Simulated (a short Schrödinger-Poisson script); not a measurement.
Structure: symmetric double-gate stack, SiO2 on p-type Si(100), at 300 K.

```csv
layer,material,thickness (nm),Na (cm⁻³)
1,SiO2,2.4,-
2,Si,14,2e15
3,SiO2,2.4,-
```

Constants are typed, rounded textbook-type inputs, not results; the design itself was drawn at random and stands for no fabricated device. SiO2: permittivity 3.9, conduction-band edge (eV) 3.15, gap (eV) 9, electron mass (mₑ) 0.5. Si: permittivity 11.7, conduction-band edge (eV) 0, gap (eV) 1.124, Nv at 300 K (cm⁻³) 3.1e19.

Channel valleys (confinement mass, in-plane density-of-states mass, number): Δ2 0.916, 0.19, 2; Δ4 0.19, 0.417, 4. At the gates, both at one voltage, the conduction-band edge of layer 1 lies 3.75 eV − eVg above the Fermi level of the channel. Gaps are held at their typed values at every temperature. Mesh 0.03 nm at interfaces.

From a short Schrödinger-Poisson script (our own, NumPy): 1D Poisson equation in equilibrium, electrons quantum, Hartree (BenDaniel-Duke, 12 states a valley, the channel's in-plane mass for all, wave functions free to enter the dielectric), parabolic valleys, classical holes, full ionisation, no traps, pinning or gate leakage.

Only gate voltages with over 1e8 electrons/cm² are shown.

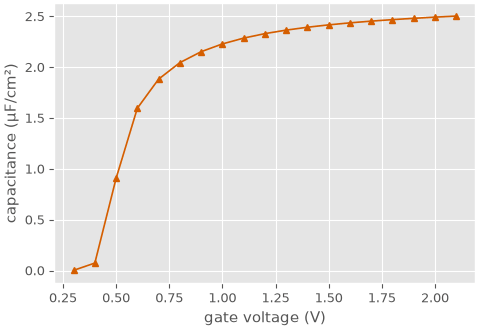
Fig. 1. Quasi-static capacitance against gate voltage

| Vg (V) | electrons (cm⁻²) | C (μF/cm²) | Δ2 E0 (meV) | Δ2 E1 (meV) | Δ4 E0 (meV) | Δ4 E1 (meV) |
|---|---|---|---|---|---|---|
| 0.3 | 2.61e8 | < 0.003 | 302.3 | 308.4 | 309.3 | 336.3 |
| 0.4 | 1.21e10 | 0.0733 | 203.3 | 209.3 | 210.2 | 237.2 |
| 0.5 | 2.64e11 | 0.907 | 124.0 | 128.8 | 131.0 | 156.6 |
| 0.6 | 1.08e12 | 1.60 | 87.9 | 89.7 | 96.3 | 118.0 |
| 0.7 | 2.17e12 | 1.88 | 67.4 | 67.8 | 80.4 | 98.0 |
| 0.8 | 3.40e12 | 2.04 | 52.1 | 52.3 | 70.9 | 85.4 |
| 0.9 | 4.71e12 | 2.15 | 40.0 | 40.1 | 64.3 | 76.3 |
| 1 | 6.08e12 | 2.23 | 30.0 | 30.0 | 59.3 | 69.5 |
| 1.1 | 7.49e12 | 2.29 | 21.5 | 21.5 | 55.3 | 64.0 |
| 1.2 | 8.93e12 | 2.33 | 14.0 | 14.1 | 51.9 | 59.5 |
| 1.3 | 1.04e13 | 2.36 | 7.4 | 7.4 | 49.0 | 55.6 |
| 1.4 | 1.19e13 | 2.39 | 1.3 | 1.3 | 46.4 | 52.2 |
| 1.5 | 1.34e13 | 2.42 | -4.2 | -4.2 | 44.0 | 49.2 |
| 1.6 | 1.49e13 | 2.44 | -9.4 | -9.4 | 41.8 | 46.4 |
| 1.7 | 1.64e13 | 2.45 | -14.3 | -14.3 | 39.7 | 43.9 |
| 1.8 | 1.80e13 | 2.47 | -18.9 | -18.9 | 37.8 | 41.5 |
| 1.9 | 1.95e13 | 2.48 | -23.3 | -23.3 | 35.9 | 39.3 |
| 2 | 2.11e13 | 2.49 | -27.5 | -27.5 | 34.1 | 37.2 |
| 2.1 | 2.26e13 | 2.50 | -31.6 | -31.6 | 32.4 | 35.2 |

Subbands count from the Fermi level. The capacitance is that of both gates.
